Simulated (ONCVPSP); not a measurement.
# Pseudopotential generation for Cd

System: cadmium (Cd, Z = 48), core [Ar] 3d10, reference valence 4s2 4p6 4d10 5s2, valence charge 20.
Method: ONCV potential, PBE, scalar-relativistic, made with ONCVPSP 4.0.1.

### The input
```
# ATOM AND REFERENCE CONFIGURATION
# atsym  z   nc   nv     iexc    psfile
  Cd 48.00    6    4        4      upf
#
#   n    l    f
    1    0    2.00
    2    0    2.00
    2    1    6.00
    3    0    2.00
    3    1    6.00
    3    2   10.00
    4    0    2.00
    4    1    6.00
    4    2   10.00
    5    0    2.00
#
# PSEUDOPOTENTIAL AND OPTIMIZATION
# lmax
    2
#
#   l,   rc,      ep,       ncon, nbas, qcut
    0    1.20    0.00    3    6    9.60
    1    1.65    0.00    4    7   10.10
    2    1.60    0.00    4    9    9.50
#
# LOCAL POTENTIAL
# lloc, lpopt,  rc(5),   dvloc0
    4    3    0.75    0.00
#
# VANDERBILT-KLEINMAN-BYLANDER PROJECTORs
# l, nproj, debl
    0    3    3.80
    1    3    3.10
    2    2    3.00
#
# MODEL CORE CHARGE
# icmod, fcfact, rcfact
    2    0.65    0.75
#
# LOG DERIVATIVE ANALYSIS
# epsh1, epsh2, depsh
   -5.00    5.00    0.04
#
# OUTPUT GRID
# rlmax, drl
    6.00    0.01
#
# TEST CONFIGURATIONS
# ncnf
    4
# nvcnf
#   n    l    f
    4
    4    0    2.00
    4    1    6.00
    4    2   10.00
    5    0    1.00
#
    4
    4    0    2.00
    4    1    6.00
    4    2   10.00
    5    0    0.00
#
    4
    4    0    2.00
    4    1    6.00
    4    2    9.00
    5    0    0.00
#
    4
    4    0    1.00
    4    1    6.00
    4    2   10.00
    5    0    2.00
#
```

Run as:
```bash
oncvpsp.x < Cd.dat > Cd.out
```

### The program's output (extracts)
```
ONCVPSP  (Optimized Norm-Conservinng Vanderbilt PSeudopotential)
scalar-relativistic version 4.0.1

#   n    l    f        energy (Ha)
    1    0    2.00    -9.7480415E+02
    2    0    2.00    -1.4472074E+02
    2    1    6.00    -1.2985396E+02
    3    0    2.00    -2.6972884E+01
    3    1    6.00    -2.2096279E+01
    3    2   10.00    -1.4465898E+01
    4    0    2.00    -3.8924178E+00
    4    1    6.00    -2.4610094E+00
    4    2   10.00    -4.3118281E-01
    5    0    2.00    -2.0799133E-01

Reference configufation results
  iterations    25
  all-electron total energy (Ha)   -5.59465379D+03

Begin loop to  construct optimized pseudo wave functions
and semi-local pseudopoentials for all angular momenta

   Wellstate for l =  0  n =  7
     eigenvalue =   3.5920
     asymptotic potential =   4.0920
     half-point radius =  3.1506

Calculating optimized projector #   1

 for l=   0

    Fraction of norm inside rc  0.863833
    Optimizing pswf for qcut=   9.59 a_B^-1,  ecut=  45.98 Ha
    Residual kinetic energy error=  1.76D-05 Ha

    Energy error per electron        Cutoff
         Ha          eV             Ha
         0.01000     0.27211       29.08
         0.00100     0.02721       36.03
         0.00010     0.00272       41.28
         0.00001     0.00027       72.46

Calculating optimized projector #   2

 for l=   0

    Fraction of norm inside rc  0.034105
    Optimizing pswf for qcut=   9.59 a_B^-1,  ecut=  45.98 Ha
    Residual kinetic energy error=  4.43D-06 Ha

    Energy error per electron        Cutoff
         Ha          eV             Ha
         0.01000     0.27211       22.52
         0.00100     0.02721       32.11
         0.00010     0.00272       38.56
         0.00001     0.00027       43.98

Calculating optimized projector #   3

 for l=   0

    Fraction of norm inside rc  0.039642
    Optimizing pswf for qcut=   9.59 a_B^-1,  ecut=  45.98 Ha
    Residual kinetic energy error=  2.38D-05 Ha

    Energy error per electron        Cutoff
         Ha          eV             Ha
         0.01000     0.27211       27.31
         0.00100     0.02721       36.03
         0.00010     0.00272       42.32
         0.00001     0.00027       49.95

   Wellstate for l =  1  n =  6
     eigenvalue =   0.6390
     asymptotic potential =   1.1390
     half-point radius =  5.5382

   Wellstate for l =  1  n =  7
     eigenvalue =   3.7390
     asymptotic potential =   4.2390
     half-point radius =  3.3691

Calculating optimized projector #   1

 for l=   1

    Fraction of norm inside rc  0.959785
    Optimizing pswf for qcut=  10.10 a_B^-1,  ecut=  50.97 Ha
    Residual kinetic energy error=  3.42D-08 Ha

    Energy error per electron        Cutoff
         Ha          eV             Ha
         0.01000     0.27211       16.95
         0.00100     0.02721       21.53
         0.00010     0.00272       25.13
         0.00001     0.00027       28.64

Calculating optimized projector #   2

 for l=   1

    Fraction of norm inside rc  0.053801
    Optimizing pswf for qcut=  10.10 a_B^-1,  ecut=  50.97 Ha
    Residual kinetic energy error=  1.55D-08 Ha

    Energy error per electron        Cutoff
         Ha          eV             Ha
         0.01000     0.27211       12.33
         0.00100     0.02721       16.91
         0.00010     0.00272       20.79
         0.00001     0.00027       34.03

Calculating optimized projector #   3

 for l=   1

    Fraction of norm inside rc  0.108282
    Optimizing pswf for qcut=  10.10 a_B^-1,  ecut=  50.97 Ha
    Residual kinetic energy error=  3.63D-07 Ha

    Energy error per electron        Cutoff
         Ha          eV             Ha
         0.01000     0.27211       15.38
         0.00100     0.02721       19.95
         0.00010     0.00272       35.40
         0.00001     0.00027       43.09

   Wellstate for l =  2  n =  6
     eigenvalue =   2.5688
     asymptotic potential =   3.0688
     half-point radius =  3.3141

Calculating optimized projector #   1

 for l=   2

    Fraction of norm inside rc  0.762629
    Optimizing pswf for qcut=   9.49 a_B^-1,  ecut=  45.04 Ha
    Residual kinetic energy error=  9.43D-07 Ha

    Energy error per electron        Cutoff
         Ha          eV             Ha
         0.01000     0.27211       25.87
         0.00100     0.02721       32.14
         0.00010     0.00272       37.08
         0.00001     0.00027       41.15

Calculating optimized projector #   2

 for l=   2

    Fraction of norm inside rc  0.099496
    Optimizing pswf for qcut=   9.49 a_B^-1,  ecut=  45.04 Ha
    Residual kinetic energy error=  2.76D-06 Ha

    Energy error per electron        Cutoff
         Ha          eV             Ha
         0.01000     0.27211       25.40
         0.00100     0.02721       32.46
         0.00010     0.00272       38.05
         0.00001     0.00027       42.61

Construct Vanderbilt / Kleinmman-Bylander projectors

B matrix Hermiticity error, ll=   0
   1   2    5.1217E-04
   1   3    1.0930E-03
   2   3   -1.6725E-04

  Orthonormal projector coefficients  3.0471E+01  6.1069E+00  5.6172E-01

B matrix Hermiticity error, ll=   1
   1   2   -3.1849E-04
   1   3    7.9459E-04
   2   3    1.4133E-04

  Orthonormal projector coefficients  1.7169E+01  4.0140E+00  4.0101E-01

B matrix Hermiticity error, ll=   2
   1   2   -3.6032E-04

  Orthonormal projector coefficients -2.4482E+01  4.9482E+00

Model core correction analysis
  based on d2Exc/dn_idn_j

d2excae - all-electron derivatives

   -3.455550D-02   -3.101298D-02   -2.041366D-02   -1.749747D-03
   -3.101312D-02   -2.902370D-02   -2.086094D-02   -2.096004D-03
   -2.041388D-02   -2.086106D-02   -1.965508D-02   -6.657861D-03
   -1.749680D-03   -2.095791D-03   -6.656819D-03   -2.731925D-02

d2excps - pseudofunction derivatives with no core correction

   -3.857186D-02   -3.477490D-02   -2.210160D-02   -2.071999D-03
   -3.477513D-02   -3.209641D-02   -2.210711D-02   -2.473554D-03
   -2.210192D-02   -2.210725D-02   -2.044957D-02   -6.804716D-03
   -2.071957D-03   -2.473362D-03   -6.803675D-03   -2.732470D-02

rms 2nd derivative error    1.997642E-03

amplitude prefactor, scale prefactor
   19.0287    1.0870

d2excps - pseudofunction derivatives with core correction

   -3.482743D-02   -3.125118D-02   -2.065052D-02   -1.714091D-03
   -3.125138D-02   -2.880919D-02   -2.076088D-02   -2.140762D-03
   -2.065076D-02   -2.076097D-02   -1.992017D-02   -6.655174D-03
   -1.714024D-03   -2.140553D-03   -6.654132D-03   -2.729568D-02

rms 2nd derivative error    1.664150E-04

Pseudoatom total energy -168.366992

Diagnostic tests using Vanderbilt-Kleinman-Bylander pseudopotentials
  1 or more projectors used as specified by nproj input data

   l    rcore       rmatch      e in        delta e   norm test  slope test

   0   1.2055721   1.2421759  -3.8924178   0.0000154   1.0002549   1.0002693
   0   1.2055721   1.2421759  -0.2079913   0.0000106   1.0000926   1.0000821
   0   1.2055721   1.2421759   3.5920087   0.0002547   1.0005767   1.0005767

   1   1.6553360   1.7055956  -2.4610094   0.0000038   1.0002149   1.0002097
   1   1.6553360   1.7055956   0.6389906   0.0000295   1.0002477   1.0002477
   1   1.6553360   1.7055956   3.7389906   0.0000737   1.0003546   1.0003546

   2   1.6065575   1.6553360  -0.4311828   0.0019622   1.0006878   1.0031649
   2   1.6065575   1.6553360   2.5688172   0.0008656   1.0009141   1.0009141

 Testing for bound ghosts
   n   l    E NL Schr. Eq   E Basis Diag.   E Cutoff

   1   0       -3.892402       -3.892414    130.33
   2   0       -0.207981        0.010002    130.33

   2   1       -2.461006       -2.461000    111.27

       2                       -1.005072    171.88  WARNING - GHOST(-)
   3   2       -0.429221       -0.428233    171.88

 Testing for highly-localized positive-energy ghosts
       l    <radius>/rc     E Basis Diag.   E Cutoff

       0        0.337101       14.812096    130.33  WARNING - GHOST(+)

Test configuration 0

   n   l     f        eae           eps        diff
   1   0  2.0000 -974.80415051
   2   0  2.0000 -144.72073712
   2   1  6.0000 -129.85395751
   3   0  2.0000  -26.97288408
   3   1  6.0000  -22.09627933
   3   2 10.0000  -14.46589821
   4   0  2.0000   -3.89241777   -3.89240240    1.54D-05
   4   1  6.0000   -2.46100938   -2.46100563    3.75D-06
   4   2 10.0000   -0.43118281   -0.42922060    1.96D-03
   5   0  2.0000   -0.20799133   -0.20798074    1.06D-05

    Total energies and differences
      AE_ref= -5.59465379D+03  AE_tst= -5.59465379D+03  dif=  0.00D+00
      PS_ref= -1.68366992D+02  PS_tst= -1.68366992D+02  dif= -1.82D-12
      PSP excitation error=  1.82D-12

Test configuration 1

   n   l     f        eae           eps        diff
   1   0  2.0000 -975.12921192
   2   0  2.0000 -145.04234602
   2   1  6.0000 -130.17575104
   3   0  2.0000  -27.29540877
   3   1  6.0000  -22.41879549
   3   2 10.0000  -14.78814194
   4   0  2.0000   -4.21716031   -4.21767299   -5.13D-04
   4   1  6.0000   -2.78634523   -2.78663030   -2.85D-04
   4   2 10.0000   -0.75373988   -0.75174165    2.00D-03
   5   0  1.0000   -0.47988107   -0.47984642    3.46D-05

    Total energies and differences
      AE_ref= -5.59465379D+03  AE_tst= -5.59431303D+03  dif=  3.41D-01
      PS_ref= -1.68366992D+02  PS_tst= -1.68026190D+02  dif=  3.41D-01
      PSP excitation error= -3.88D-05

Test configuration 2

   n   l     f        eae           eps        diff
   1   0  2.0000 -975.50170953
   2   0  2.0000 -145.40966469
   2   1  6.0000 -130.54335276
   3   0  2.0000  -27.66369488
   3   1  6.0000  -22.78706887
   3   2 10.0000  -15.15605816
   4   0  2.0000   -4.58725149   -4.58873920   -1.49D-03
   4   1  6.0000   -3.15675576   -3.15766980   -9.14D-04
   4   2 10.0000   -1.11878103   -1.11681816    1.96D-03

    Total energies and differences
      AE_ref= -5.59465379D+03  AE_tst= -5.59368366D+03  dif=  9.70D-01
      PS_ref= -1.68366992D+02  PS_tst= -1.67396741D+02  dif=  9.70D-01
      PSP excitation error= -1.19D-04

Test configuration 3

   n   l     f        eae           eps        diff
   1   0  2.0000 -976.13628752
   2   0  2.0000 -146.04998470
   2   1  6.0000 -131.18339151
   3   0  2.0000  -28.29800250
   3   1  6.0000  -23.42139061
   3   2 10.0000  -15.79142292
   4   0  2.0000   -5.19779048   -5.19916528   -1.37D-03
   4   1  6.0000   -3.75834972   -3.75967293   -1.32D-03
   4   2  9.0000   -1.68395636   -1.68121758    2.74D-03

    Total energies and differences
      AE_ref= -5.59465379D+03  AE_tst= -5.59228686D+03  dif=  2.37D+00
      PS_ref= -1.68366992D+02  PS_tst= -1.66002070D+02  dif=  2.36D+00
      PSP excitation error=  2.01D-03

Test configuration 4

   n   l     f        eae           eps        diff
   1   0  2.0000 -975.50601005
   2   0  2.0000 -145.38042035
   2   1  6.0000 -130.51616691
   3   0  2.0000  -27.62588396
   3   1  6.0000  -22.74917576
   3   2 10.0000  -15.11765861
   4   0  1.0000   -4.46908818   -4.47814938   -9.06D-03
   4   1  6.0000   -3.02315808   -3.03228728   -9.13D-03
   4   2 10.0000   -0.94386827   -0.94091628    2.95D-03
   5   0  2.0000   -0.54012975   -0.54066105   -5.31D-04

    Total energies and differences
      AE_ref= -5.59465379D+03  AE_tst= -5.59048214D+03  dif=  4.17D+00
      PS_ref= -1.68366992D+02  PS_tst= -1.64188899D+02  dif=  4.18D+00
      PSP excitation error= -6.45D-03
```

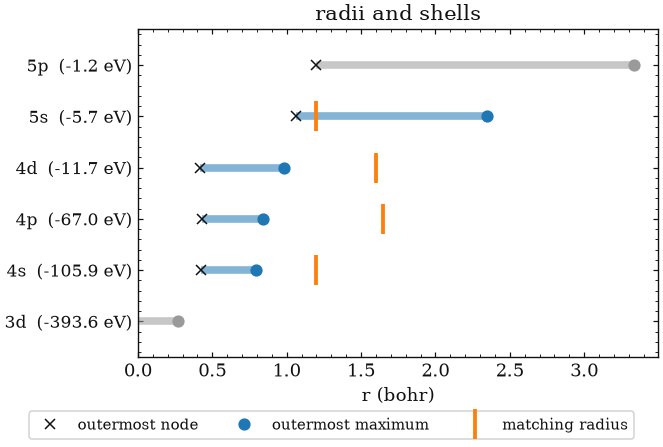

Outer shells of the all-electron reference atom: each bar runs from the outermost node (or the nucleus) to the outermost maximum of u(r); the tick is the radius chosen for the pseudo-wave. Shells without a tick have no pseudo-wave of their own. Levels, nodes and maxima are from ld1.x, scalar-relativistic.

- Radii against the shells: 4s: 1.20 bohr, outside the maximum; 4p: 1.65 bohr, outside the maximum; 4d: 1.60 bohr, outside the maximum; 5s: 1.20 bohr, between node and maximum.

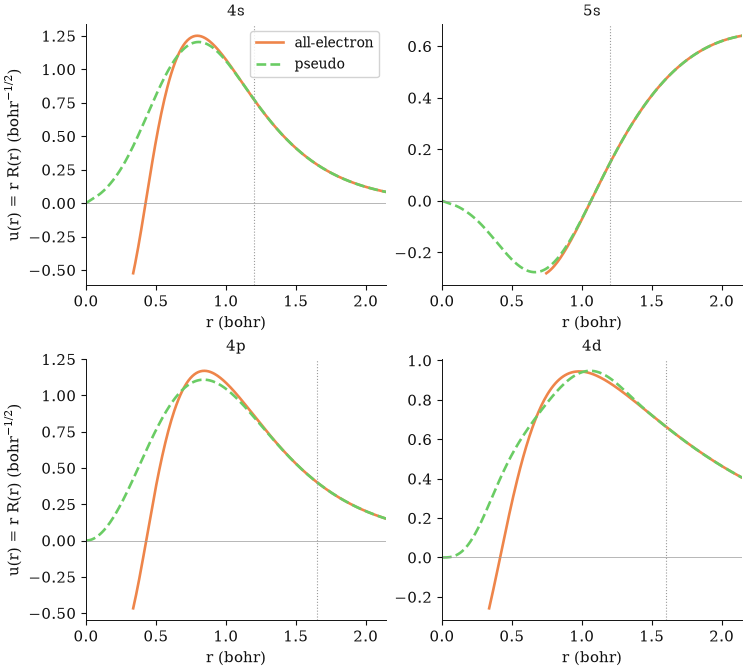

Partial waves u(r) = r R(r), all-electron (solid) and pseudo (dashed). Dotted lines mark the matching radii. The innermost oscillations of some all-electron curves aren't drawn. Pseudo-waves: 4s has no node; 5s has a node at about 1.1 bohr; 4p has no node; 4d has no node. A node in 5s is expected, since a lower shell of the same l is also in the valence and the two must stay orthogonal.

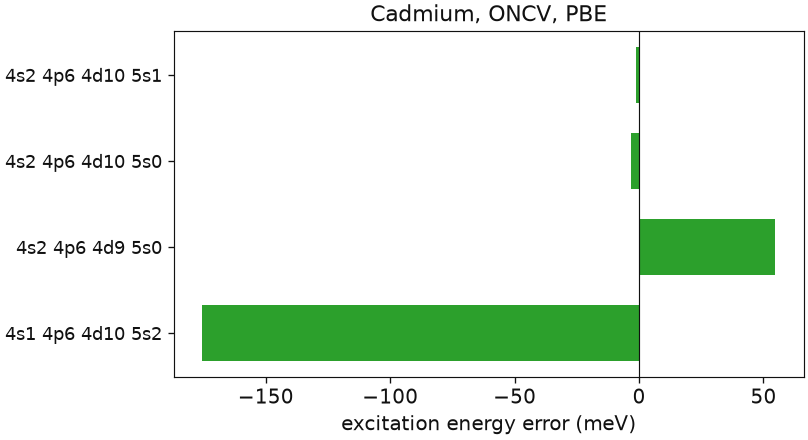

Errors, all-electron minus pseudo, of the energies of valence configurations relative to the unpolarised reference 4s2 4p6 4d10 5s2.

- Worst configuration: 4s1 4p6 4d10 5s2 (charge +1): the error is -176 meV on an all-electron energy of +113.52 eV relative to the reference, or 0.15 %.
- Errors in meV: 4s2 4p6 4d10 5s1: -1.1; 4s2 4p6 4d10 5s0: -3.2; 4s2 4p6 4d9 5s0: +55; 4s1 4p6 4d10 5s2: -176.
- Configurations within 10 meV and within 50 meV: 2 and 2 of 4. The potential isn't sound: its ghost test gives GHOST(-) flagged for d at -27.3 eV; no localised positive-energy state flagged (flags above 300 eV left out).

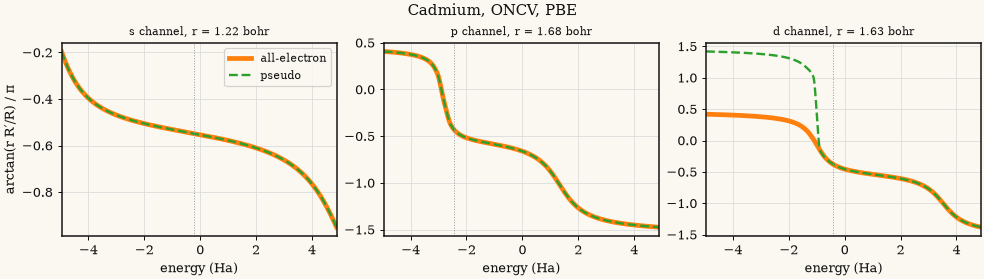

Unwrapped phase arctan(r R′/R) in units of π against energy, all-electron (solid) and pseudo (dashed); the pseudo phase is matched to the all-electron one at the reference energy. Here R(r) is the radial function. A near-vertical step is a level narrower than the spacing of the points behind the curves. The dotted line marks the reference energy of the channel. Not drawn: f: not judged.

- Range over which the phases agree within 0.05 rad: s: over the whole range drawn; p: over the whole range drawn; d: from about -0.9 Ha upwards.
- Ghost states: Going away from the reference energies, the phases part by more than π/2 in: d at about -1.0 Ha (below its reference energy, pseudo phase higher, at the flagged ghost). Such a step is either a state that only one of the two atoms has or an ordinary level shifted in energy. The separate test gives: GHOST(-) flagged for d at -27.3 eV; no localised positive-energy state flagged (flags above 300 eV left out).

### Summary

- outcome: generated, with a ghost state
- cutoffs needed: 36 Ha and 41 Ha (the cutoffs at which the residual kinetic energy of the hardest occupied pseudo-wave falls to 1 and 0.1 mHa per electron)
- ghost test: GHOST(-) flagged for d at -27.3 eV; no localised positive-energy state flagged (flags above 300 eV left out)
- largest excitation error: -176 meV (all-electron minus pseudo) for 4s1 4p6 4d10 5s2, out of 4 test configurations
- rms error of d²Exc/dni dnj: 2.00 mHa without and 0.17 mHa with the model core
- range over which the phases arctan(r R′/R) at the test radius agree within 0.05 rad (a looser test near the poles than one of phase shifts): s: over the whole range computed; p: over the whole range computed; d: from about -0.9 Ha upwards; f: not judged, local potential alone
- hardware: 1 CPU thread, shared host
- wall time: 3.8 s

### Remarks

The potential has a bound ghost state, so it can't be used as it stands.
